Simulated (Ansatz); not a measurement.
## Electronic structure of C4H10AlCl (SMILES CC[CH2][Al]([CH3])[Cl]) in real space

Input

```
crystal:
  periodic: [false, false, false]
  atoms:
    - {symbol: C, position_ang: [0.965801, -0.054762, -1.387920]}
    - {symbol: C, position_ang: [-1.386996, 2.471310, -0.668123]}
    - {symbol: C, position_ang: [0.619710, -0.851585, -0.112818]}
    - {symbol: C, position_ang: [1.210046, -0.234116, 1.159796]}
    - {symbol: Al, position_ang: [0.268335, 1.787720, -1.465218]}
    - {symbol: Cl, position_ang: [1.408522, 3.193841, -2.608976]}
    - {symbol: H, position_ang: [2.055715, -0.025543, -1.528857]}
    - {symbol: H, position_ang: [0.577769, -0.584630, -2.273339]}
    - {symbol: H, position_ang: [-1.941328, 1.701015, -0.119310]}
    - {symbol: H, position_ang: [-1.176604, 3.292934, 0.028811]}
    - {symbol: H, position_ang: [-2.052611, 2.880168, -1.439210]}
    - {symbol: H, position_ang: [0.986996, -1.883586, -0.208141]}
    - {symbol: H, position_ang: [-0.470627, -0.931963, -0.002633]}
    - {symbol: H, position_ang: [0.977783, -0.834306, 2.046951]}
    - {symbol: H, position_ang: [2.301582, -0.151063, 1.088939]}
    - {symbol: H, position_ang: [0.813048, 0.776174, 1.338917]}
basis:
  gaussian: {orbitals: def2-SVPD}
hamiltonian: {xc: {name: PBE0}}
output: {forces: true, orbitals: {seedname: orbitals}}
```

Launched as:

```sh
ansatz run input.yaml --threads 2 --pin off --max-ram 4350MiB --events-out events.jsonl --progress --plain --runs-dir runs
```

Geometry: B3LYP/6-31G*.

Theory: isolated molecule in a Gaussian basis; Kohn-Sham density functional theory, functional PBE0 (Ansatz).

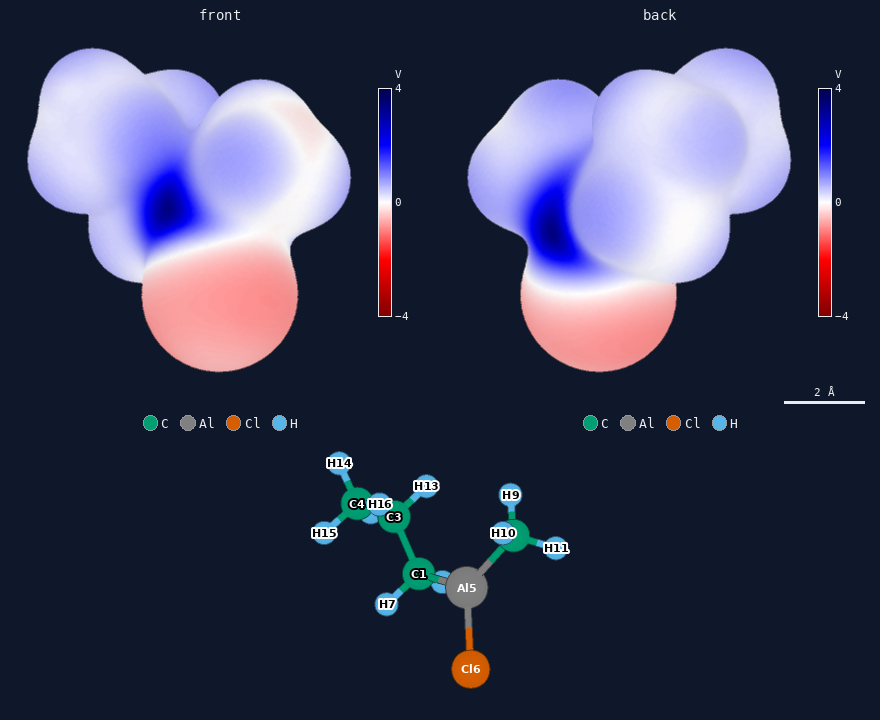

Figure 1. The electrostatic potential painted on the density surface at 0.002 e/bohr³, seen from the front and from behind; red is negative and blue positive. The bare structure is drawn below in the same view.

### Where is the surface potential most negative and most positive?

The most negative region (about −0.9 V) lies over Cl6, the most positive (about +3.2 V) over Al5.

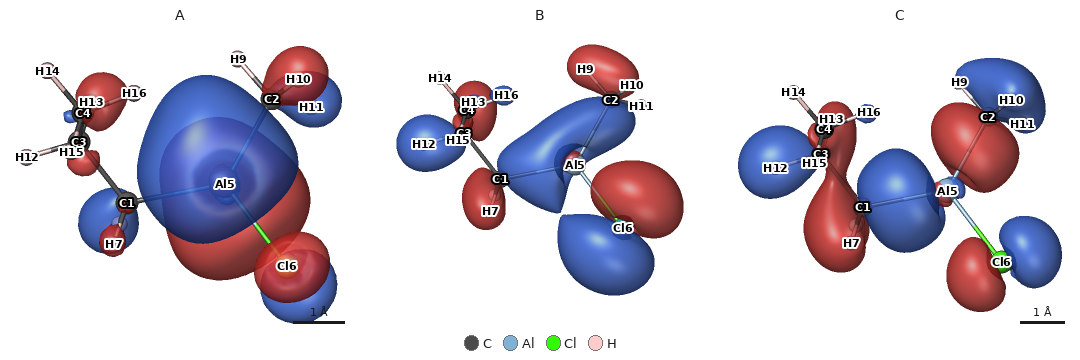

Figure 2. Three frontier orbitals at ±0.08 Å⁻³ᐟ² (blue and red are the two phases), in no order.

### Which picture is the HOMO−1, the HOMO and the LUMO?

B is the HOMO−1 (−8.89 eV). Its weight (Hirshfeld) is mainly on Cl6 (about 55 %), Al5 (about 10 %), C2 (about 10 %) and C1 (about 5 %). C is the HOMO (−7.61 eV). It lies mainly on C1 (about 30 %), C2 (about 15 %), Al5 (about 15 %), Cl6 (about 10 %) and C3 (about 5 %). A is the LUMO (−0.74 eV). By Hirshfeld shares it lies mainly on Al5 (about 60 %), Cl6 (about 10 %) and C2 (about 5 %).

### What is the HOMO–LUMO gap?

6.87 eV between the orbital energies.

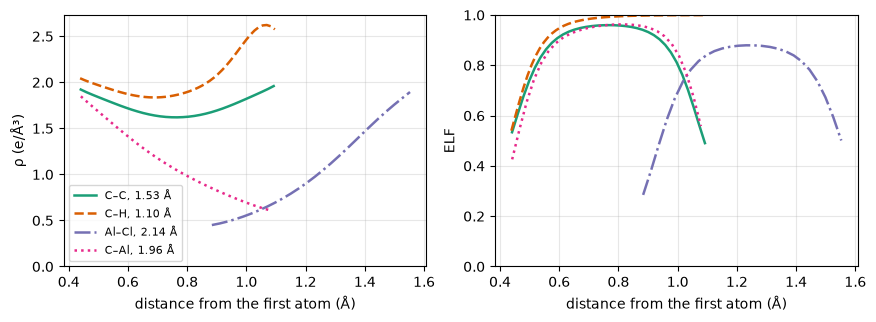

Figure 3. Electron density and electron localisation function along straight lines between neighbouring atoms. The curves leave out the atomic cores.

### What can be read from the curves?

C–C (1.53 Å): the density is about 1.6 e/Å³ at the midpoint; the ELF peaks at about 0.95 between the atoms (a shared electron pair).
C–H (1.10 Å): ρ at the midpoint is about 1.9 e/Å³; the ELF climbs to about 1 towards the hydrogen, as it does in any bond to H (a covalent bond by its length).
Al–Cl (2.14 Å): the density is about 0.65 e/Å³ at the midpoint; the ELF peaks at about 0.90 in the valence shell of Cl, 0.9 Å from its nucleus, and is about 0.80 at the midpoint.
C–Al (1.96 Å): ρ at the midpoint is about 0.72 e/Å³; the ELF peaks at about 0.95 between the atoms, as expected for a polar covalent bond.

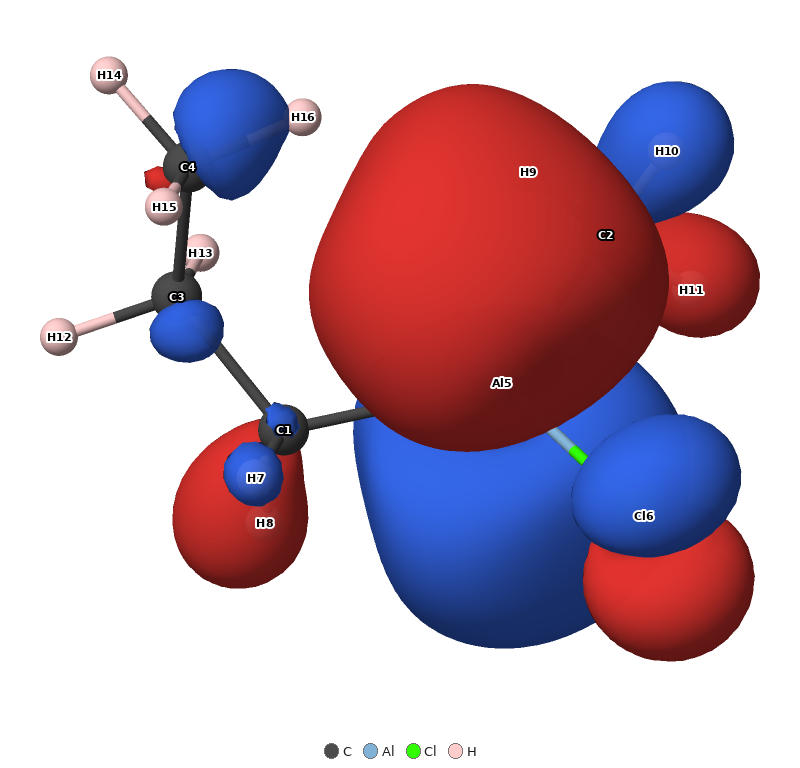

Figure 4. The LUMO at ±0.08 Å⁻³ᐟ² (red and blue are the two phases), seen at a tilt.

### Describe this orbital and give its energy.

By Hirshfeld shares it lies mainly on Al5 (about 60 %), Cl6 (about 10 %) and C2 (about 5 %). Its energy is −0.74 eV.
